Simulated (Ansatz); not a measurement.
```xyz
4
charge 0, multiplicity 2
Ge   -0.0308   -0.3313   -0.4388
I     1.4895   -0.1641    1.5501
H    -1.4993    0.1334   -0.3012
H     0.0563    0.9008   -1.1575
```

Geometry: moved along internal coordinates away from the minimum.

What structure does this define?

Formula GeH₂I. SMILES: `[GeH2][I]`. It is an open-shell species. Coordination: 1 Ge trigonal pyramidal.

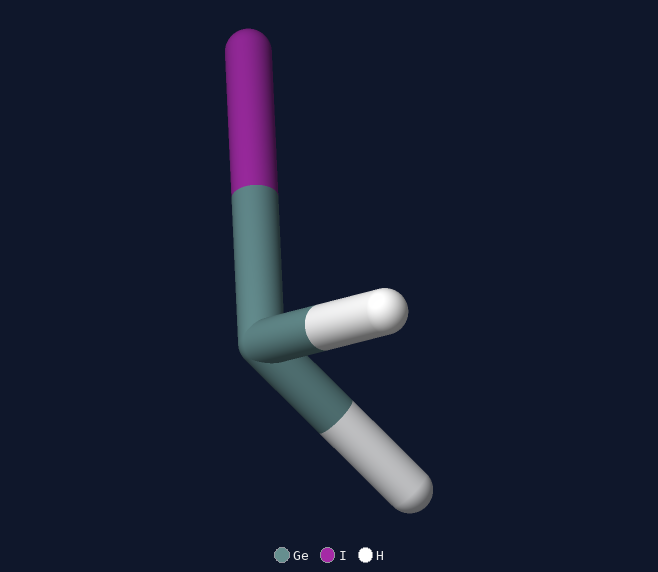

Source: calculation with Ansatz.
